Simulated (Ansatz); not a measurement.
## From PBE to G0W0: WSe2 (P6_3/mmc)

Wanted: the gap of WSe2 (P6_3/mmc) with a many-body correction, and the time that it takes.

Program: Ansatz 0.2.0. Level of theory: PBE, then G0W0 on it, plane waves, PAW. Results are calculated unless marked as measured.

The database entry behind the starting cell differs from later determinations by our own check (a about 0.2 % long), so it need not match the best structure at ambient conditions.

### 1. The structure

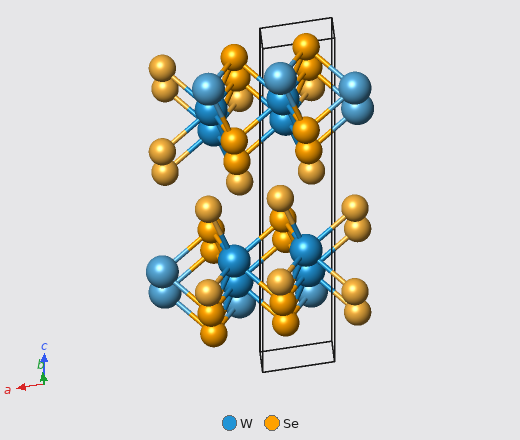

Start, viewed from a free direction; tungsten blue, selenium orange. 2×2×1 cells are drawn. Some periodic images of atoms are drawn too.

The cell and positions come from the Crystallography Open Database and are kept as given unless a step says otherwise. Spin-orbit coupling is left out unless a step names it. The default PAW set here is soft_2. Its files were made with PBE.

### 2. The PBE band structure

Levels along a band path and on the mesh show where this functional puts the band edges.

This step: DFT, PBE, plane waves, PAW.

The input, input.yaml:

```yaml
crystal:
  lattice:
    - [3.29, 0.0, 0.0]
    - [-1.645, 2.8492235785, 0.0]
    - [0.0, 0.0, 12.97]
  atoms:
    - { symbol: W, position: [0.3333333333, 0.6666666667, 0.25] }
    - { symbol: W, position: [0.6666666667, 0.3333333333, 0.75] }
    - { symbol: Se, position: [0.3333333333, 0.6666666667, 0.621] }
    - { symbol: Se, position: [0.6666666667, 0.3333333333, 0.121] }
    - { symbol: Se, position: [0.3333333333, 0.6666666667, 0.879] }
    - { symbol: Se, position: [0.6666666667, 0.3333333333, 0.379] }
kpoints:
  mp_grid: { grid: [12, 12, 2] }
  band_path:
    path:
      - [[0.0, 0.0, 0.0], [0.5, 0.0, 0.0], [0.33333333, 0.33333333, 0.0], [0.0, 0.0, 0.0], [0.0, 0.0, 0.5], [0.5, 0.0, 0.5], [0.33333333, 0.33333333, 0.5], [0.0, 0.0, 0.5]]
      - [[0.5, 0.0, 0.5], [0.5, 0.0, 0.0]]
      - [[0.33333333, 0.33333333, 0.5], [0.33333333, 0.33333333, 0.0]]
    npoints: 10
hamiltonian:
  xc: pbe
scf:
  occupations: { method: fermi_dirac, width: 0.02 }
  n_extra_bands: 6
output:
  eigenvalues: true
  write_density: true
  write_potential: true
  elf: true
  volumetric_format: npy
```

Command:

```sh
$ ansatz run input.yaml --threads 4 --pin off --max-ram 138240MiB --backend cuda --events-out ev --progress --plain --runs-dir out --devices 1 --max-vram 26GiB  # rebuilt from the run's record
```

Numbers of over 12 decimals in the logs are rounded to 6 here.

The program printed:

```text
scf.n_extra_bands = 6 over 46 filled bands (N_el = 92.0): the run solves 52 bands
GPUs: using 1 of 1 available (devices: 1).
Engine: ansatz 0.2.0, x86_64-unknown-linux-gnu
Pseudopotentials: kind: paw
Pseudopotential: W, paw, valence charge 14, recommended cutoff 420 eV (normal), W.paw.azcp
Pseudopotential: Se, paw, valence charge 16, recommended cutoff 420 eV (normal), Se.paw.azcp
Functional definition: PBE
  parameter kappa = 0.804
  parameter beta = 0.066725
  exchange = pbe_x(kappa = kappa, mu = beta*pi^2/3)
  correlation = pbe_c(beta = beta)
device memory: the entry about to start is reckoned to put 4.1 GiB on a device that reports 67.7 GiB free (of which the cap on the GPU budget leaves the run 26.0 GiB)
GPU FFT provider: cuFFT
GPU libraries: cuBLAS 13.8.2, cuFFT 12.4.0, cuSOLVER 12.3.4
Crystal: 6 atoms, lattice volume = 121.580 Å³
Basis set: ecut = 420 eV, 2419 PW (Γ)
Bands: 52, of which v1, the nominal top of the filled ones, is band 46 counted from 1 (45 counted from 0)
Symmetry: 24 space group operations
Space group: P63/mmc (ITA 194), of the structure as read, at distance tolerance 5.0e-5 Å
k-points: 38 of 288
Non-local potential: W, projectors of the file, l = 0: 3, l = 1: 2, l = 2: 2, l = 3: 1
Non-local potential: Se, projectors of the file, l = 0: 2, l = 1: 2, l = 2: 3, l = 3: 1
PAW form: soft (Blöchl's): semilocal exchange-correlation on the pseudo side does not see the compensation charge
PAW one-centre angular grid: W, 590 points (default); XC on 64 Gauss nodes
PAW one-centre angular grid: Se, 590 points (default); XC on 64 Gauss nodes
Initial density: superposition of atomic densities (neutral atoms: chi_scale 0, normalization atom), corrected by the library's trained network
Initial wavefunctions: pseudopotential atomic-orbital guess
GPU buffer pool allocated for 51840 grid points (all kernels)
GPU transforms: local potential and band sums: pruned to the plane-wave sphere, on 24×24×90
Functional: x = pbe(κ = 0.804, μ = 0.219515), c = pbe(β = 0.066725)
SCF iter   1: F=—  HF=-42649.195806 eV  |F-HF|=—  |Δ(HF+E_count)|=         —  Δρ=4.31e-3  dr2=5.43e-3  ethr=1.77e-3  ⟨swp⟩=6.0  Hψ=6975  notcnv=0
preconditioner: auto → Resta (q_TF=auto, 2.604 Å⁻¹)  ε∞=7.4  [insulator: Δε(μ)=0.971 eV  Ē_g=7.989 eV  σ=0.020 eV  W_gap=1.00  n_scr=40 (ndim 8)  ℏωp=20.2 eV  f_vac=0.044  D(μ)=0.00/eV (n_scr^D=0)  ε∞_Penn≈7.4]
SCF iter   2: F=—  HF=-42649.204456 eV  |F-HF|=—  |Δ(HF+E_count)|=   8.65e-3  Δρ=2.52e-3  dr2=1.82e-3  ethr=5.90e-6  ⟨swp⟩=2.0  Hψ=3480  notcnv=0  defer=19
SCF iter   3: F=—  HF=-42649.208912 eV  |F-HF|=—  |Δ(HF+E_count)|=   4.46e-3  Δρ=3.30e-4  dr2=2.88e-4  ethr=1.98e-6  ⟨swp⟩=2.0  Hψ=2870  notcnv=0  defer=19
SCF iter   4: F=—  HF=-42649.208990 eV  |F-HF|=—  |Δ(HF+E_count)|=   7.78e-5  Δρ=8.66e-5  dr2=3.67e-6  ethr=3.13e-7  ⟨swp⟩=2.0  Hψ=3600  notcnv=0  defer=19
SCF iter   5: F=—  HF=-42649.209008 eV  |F-HF|=—  |Δ(HF+E_count)|=   1.74e-5  Δρ=2.94e-5  dr2=6.24e-7  ethr=3.99e-9  ⟨swp⟩=2.0  Hψ=3395  notcnv=0  defer=19
SCF iter   6: F=-42649.209009 eV  HF=-42649.209009 eV  |F-HF|=6.74e-8  |Δ(HF+E_count)|=   1.64e-6  Δρ=7.42e-6  dr2=7.64e-8  ethr=1.09e-10  ⟨swp⟩=2.9  Hψ=6121  notcnv=0
SCF 1 converged in 6 iterations: F = -42649.209009 eV  dr2 = 7.64e-8
  greatest PAW one-centre occupation: 1.000 electrons in one spin orbital (limit 2), on the Se atom at site 2 (counted from 0), in its partial waves of l = 2
device memory: the entry about to start is reckoned to put 6.9 GiB on a device that reports 67.7 GiB free (of which the cap on the GPU budget leaves the run 26.0 GiB)
NSCF: frozen V_eff on 93 k-points, pencils in batches of 32, up to order 232
SCF converged after 6 iterations
Free energy (F): -42649.209009 eV
Harris-Foulkes:  -42649.209009 eV  (|F-HF|=6.74e-8)
Internal energy: -42649.209009 eV  (E = F + TS)
E sigma→0 (E₀):  -42649.209009 eV
Fermi energy:    13.426764 eV
--- Per-component energies (eV) ---
  E_band       = -1683.245191
  E_kinetic    = 1379.655177
  E_local      = -11426.392972  (includes V_loc(G=0)·N_el)
  E_nonlocal   = -2379.712502
  E_hartree    = 5496.521539
  E_xc         = -953.321397
  E_vxc        = -873.931565  (∫ρ·V_xc dr)
  E_paw        = -24771.110923  (= ΣΔE_a)
  E_vpaw       = 624.109434  (= ΣTr[D̂ρ^β])
  E_aug_tail   = -0.002475  (compensation charges beyond the density's cutoff)
  E_ewald      = -9994.845457
  E_smearing   = -0.000000  (= −TS)
  E_closure    = -0.000000  (closes the sum)
  Σ components = -42649.209009   (vs F -42649.209009, Δ=0.00e0)
--- Band table (eV; the first three rows and the last of 38) ---
  k-point 0: bands = [... 42 lower, 11.4570, 11.8529, 11.8903, 12.9575, 15.5965, 15.5965, 15.6470, 15.6470, ... 2 higher]
  k-point 1: bands = [... 42 lower, 11.4294, 11.4294, 12.7410, 12.7410, 15.6020, 15.6020, 15.6020, 15.6020, ... 2 higher]
  k-point 2: bands = [... 42 lower, 11.3931, 11.8773, 12.0810, 12.7852, 15.3666, 15.4010, 15.4479, 15.5227, ... 2 higher]
  k-point 37: bands = [... 42 lower, 10.2229, 10.2229, 12.6170, 12.6170, 14.2840, 14.2840, 15.3886, 15.3886, ... 2 higher]
```

It took 13 s on 1 × NVIDIA H100 80GB HBM3 (shared by 3 runs) with 4 threads of AMD EPYC 7R13 (Zen 3), shared host; peak memory 1 GiB.

Reading the cycles: dr2 is the Hartree energy of the density residual (eV), the measure of convergence; HF is the Harris–Foulkes estimate of the energy, which meets the free energy F at convergence.

This step gave:

| Quantity | Value |
| --- | --- |
| filled bands | 46 |
| gap | 0.9743 eV |
| valence top at | Γ |
| conduction bottom at | k = (0.167, 0.167, 0.000) |
| least direct gap | 1.527 eV |

Over mesh and path the gap is 0.974 eV, from k = Γ to k = (0.167, 0.167, 0.000). The least direct gap found is 1.527 eV, at k = (0.333, 0.333, 0.000).

The electronic bands at the labelled points (eV, zero at the top of the highest nominally filled band):

```tsv
point	band 43	band 44	band 45	band 46	band 47	band 48	band 49	band 50
Γ	-1.50	-1.10	-1.07	0.00	2.64	2.64	2.69	2.69
M	-1.43	-1.36	-1.28	-1.11	2.13	2.17	2.31	2.65
K	-2.55	-2.55	-0.45	-0.20	1.33	1.33	1.90	3.08
Γ	-1.50	-1.10	-1.07	0.00	2.64	2.64	2.69	2.69
A	-1.53	-1.53	-0.22	-0.22	2.64	2.64	2.64	2.64
L	-1.34	-1.34	-1.24	-1.24	2.14	2.14	2.51	2.51
H	-2.73	-2.73	-0.34	-0.34	1.33	1.33	2.43	2.43
A	-1.53	-1.53	-0.22	-0.22	2.64	2.64	2.64	2.64
jump to L	-1.34	-1.34	-1.24	-1.24	2.14	2.14	2.51	2.51
M	-1.43	-1.36	-1.28	-1.11	2.13	2.17	2.31	2.65
jump to H	-2.73	-2.73	-0.34	-0.34	1.33	1.33	2.43	2.43
K	-2.55	-2.55	-0.45	-0.20	1.33	1.33	1.90	3.08
```

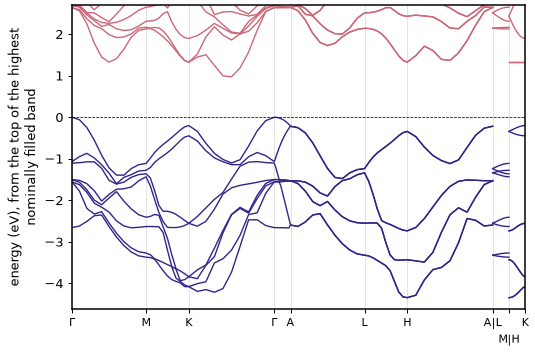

Electronic bands along the path; lines of filled and empty bands in two colours.

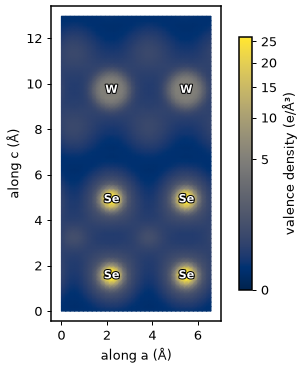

Valence density in the ac plane at fractional y = 0.333, with atoms of W and Se within 0.2 Å of it. It is the smooth field of the valence electrons, not physical close to the nuclei. The colour scale is stretched toward low values.

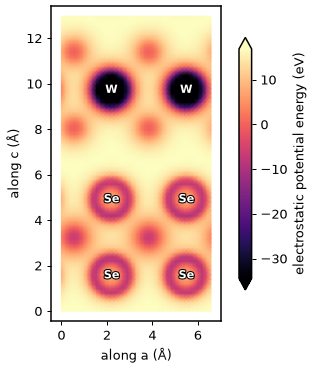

Electrostatic potential energy in the ac plane at fractional y = 0.333, with atoms of W and Se within 0.2 Å of it. With pseudopotentials it is smooth inside the atoms' cores, unlike the true potential.

### 3. The quasiparticle correction

G0W0 replaces the xc potential by a self-energy built once from the orbitals of the start. Levels are corrected in the window of bands that the input names, at points of the mesh.

This step: G0W0 on PBE, plane waves, PAW.

The input, input.yaml:

```yaml
crystal:
  lattice:
    - [3.29, 0.0, 0.0]
    - [-1.645, 2.8492235785, 0.0]
    - [0.0, 0.0, 12.97]
  atoms:
    - { symbol: W, position: [0.3333333333, 0.6666666667, 0.25] }
    - { symbol: W, position: [0.6666666667, 0.3333333333, 0.75] }
    - { symbol: Se, position: [0.3333333333, 0.6666666667, 0.621] }
    - { symbol: Se, position: [0.6666666667, 0.3333333333, 0.121] }
    - { symbol: Se, position: [0.3333333333, 0.6666666667, 0.879] }
    - { symbol: Se, position: [0.6666666667, 0.3333333333, 0.379] }
kpoints:
  mp_grid: { grid: [6, 6, 2] }
hamiltonian:
  xc: pbe
  pseudopotentials: { kind: paw, source: ansatz }
scf:
  occupations: { method: fixed }
gw:
  n_empty_bands: 2045
  ecut_chi: 380
  qp_bands: [v2, c2]
  qp_kpoints: band_edges
  screening: { model: contour_deformation }
```

The program printed:

```text
GPUs: using 1 of 1 available (devices: 1).
[...]
GPU FFT provider: cuFFT
GPU libraries: cuBLAS 13.8.2, cuFFT 12.4.0, cuSOLVER 12.3.4
Crystal: 6 atoms, lattice volume = 121.580 Å³
Basis set: ecut = 760 eV, 5861 PW (Γ)
Bands: 72, of which v1, the nominal top of the filled ones, is band 60 counted from 1 (59 counted from 0)
Symmetry: 24 space group operations
[...]
k-points: 14 of 72
[...]
GPU buffer pool allocated for 108000 grid points (all kernels)
[...]
SCF iter   1: F=—  HF=-57643.637801 eV  |F-HF|=—  |Δ(HF+E_count)|=         —  Δρ=4.27e-2  dr2=9.13e0  ethr=3.10e-3  ⟨swp⟩=5.0  Hψ=3309  notcnv=0  defer=120
[...]
SCF iter  10: F=-57642.162479 eV  HF=-57642.162479 eV  |F-HF|=5.25e-9  |Δ(HF+E_count)|=   4.31e-7  Δρ=2.25e-6  dr2=4.48e-9  ethr=8.33e-11  ⟨swp⟩=11.1  Hψ=3745  notcnv=0
SCF 1 converged in 10 iterations: F = -57642.162479 eV  dr2 = 4.48e-9
[...]
NSCF: frozen V_eff on 14 k-points
the band table was solved once the SCF had ended and its energy, with any forces and stress, was formed, with the checks that follow a solve (3857 applications of the Hamiltonian). They found nothing against the state; the energy, forces and stress were not computed again (output.eigenvalues in the input reference)
[...]
G₀W₀ screening: q 1/14
[... further progress lines ...]
SCF converged after 10 iterations
Free energy (F): -57642.162479 eV
[...]
Internal energy: -57642.162479 eV  (E = F + TS)
E sigma→0 (E₀):  -57642.162479 eV
Fermi energy:    14.919853 eV
[...]
--- Band table (eV; the first three rows and the last of 14) ---
  k-point 0: bands = [... 56 lower, 13.4219, 13.8160, 13.8535, 14.9199, 17.5607, 17.5607, 17.6112, 17.6112, ... 8 higher]
  k-point 1: bands = [... 56 lower, 13.3943, 13.3943, 14.7035, 14.7035, 17.5663, 17.5663, 17.5663, 17.5663, ... 8 higher]
  k-point 2: bands = [... 56 lower, 13.0758, 13.8350, 13.8674, 14.2514, 16.5751, 17.1079, 17.1806, 17.2513, ... 8 higher]
  k-point 13: bands = [... 56 lower, 12.1853, 12.1853, 14.5838, 14.5838, 16.2499, 16.2499, 17.3529, 17.3529, ... 8 higher]
--- G₀W₀: contour deformation, 8 samples at zero and on the imaginary axis and 1 off it, 72 q-points, 2045 empty bands' worth ---
  eigenvalues of the whole cell's RPA ε∞ on this k-mesh (on a slab, of 1 + 4πα/V) = 7.1129, 15.2036, 15.2036; static W/v taken at q = 0 is 0.069285
  bands read: the sum over 2105 bands ends inside a degenerate multiplet in 7 slots, whose members it reads at an even weight; the widest, k=1: bands 2105 to 2106 (counted from 1) at 1/2 each
  gw.qp_kpoints: band_edges: 10 of 14 stored k-points solved, in 1 pass; an edge of the gap read off the rows below is read off those points alone
    valence top: of the k-points left out ik 7 came nearest to being solved in a further pass, in band 59 (counted from 1, as in the quasiparticle table): it holds the edge there only if its correction is more favourable than any solved in that band by at least 1.233 eV; those differ by 0.272 eV
    conduction bottom: of the k-points left out ik 4 came nearest to being solved in a further pass, in band 61 (counted from 1, as in the quasiparticle table): it holds the edge there only if its correction is more favourable than any solved in that band by at least 0.577 eV; those differ by 0.065 eV
    ik  band        ε_KS         Σx   Σc(E_QP)       V_xc       Z   E_QP_lin       E_QP  E_QP is
     0    59     13.8535   -18.1827     1.3900   -15.9694  0.7687    13.0171    13.0303  root
     0    60     14.9199   -19.3932     0.0774   -18.7634  0.7502    14.3638    14.3674  root
     0    61     17.5607   -13.9012    -4.4763   -18.2348  0.7553    17.4184    17.4180  root
     0    62     17.5607   -13.9012    -4.4763   -18.2348  0.7553    17.4184    17.4180  root
     1    59     14.7035   -19.0979     0.3331   -18.1736  0.7525    14.1077    14.1124  root
     1    60     14.7035   -19.0979     0.3331   -18.1736  0.7525    14.1077    14.1124  root
     1    61     17.5663   -13.8598    -4.4617   -18.1698  0.7542    17.4150    17.4146  root
     1    62     17.5663   -13.8598    -4.4617   -18.1698  0.7542    17.4150    17.4146  root
     2    59     13.8674   -18.2455     1.3690   -16.0683  0.7683    13.0471    13.0593  root
     2    60     14.2514   -19.1008     0.4793   -18.0656  0.7473    13.6905    13.6956  root
     2    61     16.5751   -13.3725    -4.2250   -17.3905  0.7576    16.3688    16.3681  root
     2    62     17.1079   -14.0361    -4.5839   -18.5074  0.7615    16.9955    16.9953  root
     3    59     14.2057   -19.0555     0.5923   -17.8830  0.7487    13.6198    13.6256  root
     3    60     14.2057   -19.0555     0.5923   -17.8830  0.7487    13.6198    13.6256  root
     3    61     16.8555   -13.7699    -4.3474   -17.9284  0.7545    16.6673    16.6667  root
     3    62     16.8555   -13.7699    -4.3474   -17.9284  0.7545    16.6673    16.6667  root
     8    59     13.7803   -19.3622     0.8188   -17.9847  0.7393    13.2149    13.2216  root
     8    60     13.8205   -19.4395     0.8089   -18.0521  0.7423    13.2353    13.2421  root
     8    61     15.8968   -13.0802    -3.9264   -16.7993  0.7625    15.6900    15.6895  root
     8    62     16.7831   -14.1711    -4.4304   -18.4321  0.7464    16.6143    16.6138  root
     9    59     13.8063   -19.4149     0.8101   -18.0346  0.7410    13.2294    13.2361  root
     9    60     13.8063   -19.4149     0.8101   -18.0346  0.7410    13.2294    13.2361  root
     9    61     16.2891   -13.6477    -4.1378   -17.6002  0.7584    16.1043    16.1038  root
     9    62     16.2891   -13.6477    -4.1378   -17.6002  0.7584    16.1043    16.1038  root
    10    59     13.9766   -18.1825     0.6596   -16.9325  0.7496    13.3795    13.3862  root
    10    60     14.1695   -18.7401     0.5521   -17.6037  0.7494    13.5794    13.5852  root
    10    61     16.4945   -14.3170    -4.3153   -18.4427  0.7474    16.3055    16.3050  root
    10    62     17.0887   -15.8192    -4.7165   -20.3471  0.7279    16.9009    16.9001  root
    11    59     14.0818   -18.5037     0.6056   -17.3108  0.7495    13.4883    13.4945  root
    11    60     14.0818   -18.5037     0.6056   -17.3108  0.7495    13.4883    13.4945  root
    11    61     16.7535   -14.6237    -4.4340   -18.8679  0.7438    16.5643    16.5637  root
    11    62     16.7535   -14.6237    -4.4340   -18.8679  0.7438    16.5643    16.5637  root
    12    59     14.4781   -18.1714     0.1873   -17.4298  0.7500    13.9196    13.9239  root
    12    60     14.7241   -18.7999     0.0282   -18.2208  0.7499    14.1696    14.1732  root
    12    61     16.2498   -15.5798    -4.2761   -19.6945  0.7418    16.0888    16.0884  root
    12    62     16.2498   -15.5798    -4.2761   -19.6945  0.7418    16.0888    16.0884  root
    13    59     14.5838   -18.3914     0.1065   -17.7336  0.7503    14.0285    14.0325  root
    13    60     14.5838   -18.3914     0.1065   -17.7336  0.7503    14.0285    14.0325  root
    13    61     16.2499   -15.5769    -4.2760   -19.6915  0.7418    16.0889    16.0885  root
    13    62     16.2499   -15.5769    -4.2760   -19.6915  0.7418    16.0889    16.0885  root
```

It took 5.5 min on 1 × NVIDIA H100 80GB HBM3 (shared by 3 runs) with 4 threads; peak memory 14 GiB; 13 min of CPU time.

Numbers from this step:

- bands summed: 2105
- RPA ε∞ on this mesh (eigenvalues): 7.113, 15.20, 15.20
- plane waves in the screening matrix: 2033
- q-points in the mesh: 72
- G0W0 gap over the corrected points: 1.322 eV
- k of the valence top: 0, 0, 0
- k of the conduction bottom: 0.1667, 0.1667, 0
- starting gap on the mesh: 0.9770 eV
- Z at the valence top: 0.7502
- Z at the conduction bottom: 0.7625
- least direct G0W0 gap over the corrected points: 1.915 eV

Over 10 of 14 irreducible mesh points the G0W0 gap is 1.322 eV, from k = Γ to k = (0.167, 0.167, 0.000). The PBE gap of this run on the mesh is 0.977 eV. The two states that bound the G0W0 gap lie that far apart at the start, so the correction of the gap is 1.322 − 0.977 = +0.345 eV. The start of this run differs from the step before in mesh (12×12×2 and 6×6×2), files (soft_2 PAW and hard PAW) and plane-wave cutoff (420 eV and 760 eV).

Labels follow the order of the start: v1 is the top filled band, c1 the lowest empty one; levels that stay degenerate share a row, the window can cut a multiplet, doubted levels are not marked in this list, bands outside the window were not corrected, and the list may be a part of the corrected levels. The levels before and after the correction (eV, zero at the valence-band top of each column):

```tsv
	conduction bottom	valence top
Kohn-Sham	0.98	0.00
G0W0	1.32	0.00
```

```tsv
	level	occupation	energy (eV)
Kohn-Sham	Γ v2	2	-1.066
Kohn-Sham	Γ v1	2	0.000
Kohn-Sham	Γ c1-c2	0	2.641
Kohn-Sham	(0.167 0.167 0) v2	2	-1.140
Kohn-Sham	(0.167 0.167 0) v1	2	-1.099
Kohn-Sham	(0.167 0.167 0) c1	0	0.977
Kohn-Sham	(0.167 0.167 0) c2	0	1.863
G0W0	Γ v2	2	-1.337
G0W0	Γ v1	2	0.000
G0W0	Γ c1-c2	0	3.051
G0W0	(0.167 0.167 0) v2	2	-1.146
G0W0	(0.167 0.167 0) v1	2	-1.125
G0W0	(0.167 0.167 0) c1	0	1.322
G0W0	(0.167 0.167 0) c2	0	2.246
```

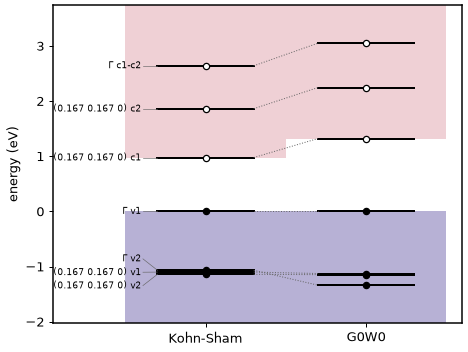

Levels before and after the correction. Shaded: valence and conduction bands. Filled marks are occupied levels, open marks empty ones.

The parts of the quasiparticle energy for the two states that bound the G0W0 gap, in eV on the run's own scale (QP = start + Σx + Σc − Vxc, with Σc at the quasiparticle energy):

```tsv
edge	k	band	start	Σx	Σc	Vxc	Z	QP
valence top	Γ	60	14.920	−19.393	0.077	−18.763	0.750	14.367
conduction bottom	(0.167, 0.167, 0.000)	61	15.897	−13.080	−3.926	−16.799	0.762	15.690
```

(Continued in part 2 of 2.)

[Paths, hosts, dates, memory and timing lines, banners, echoed tables and standing remarks are left out of the program output.]

[Logs are printed without paths, hosts, clocks, repeated set-up lines and the standing remarks that a program may print on its own settings, such as how far it seeks lower states.]

[Runs of the session that timed out or met a known fault of the program may be left out.]

[Cells called generated may have been cut or substituted from an entry of the Crystallography Open Database or the Materials Project.]

[Hosts, paths, dates, database ids (printed as entryN), source tags and the programs' standing remarks are cut or masked in the printed files.]

[Where an RPA ε∞ is given, it is that of the G0W0 mesh and is not shown converged in it. Names of k-points follow the symmetry that the program found, which can be lower than the space group named. Band edges on a path are those of the sampled points; other points can move an edge, and change direct to indirect where valleys lie close.]

[Hybrid gaps are those of their k-mesh and are not shown converged in it.]
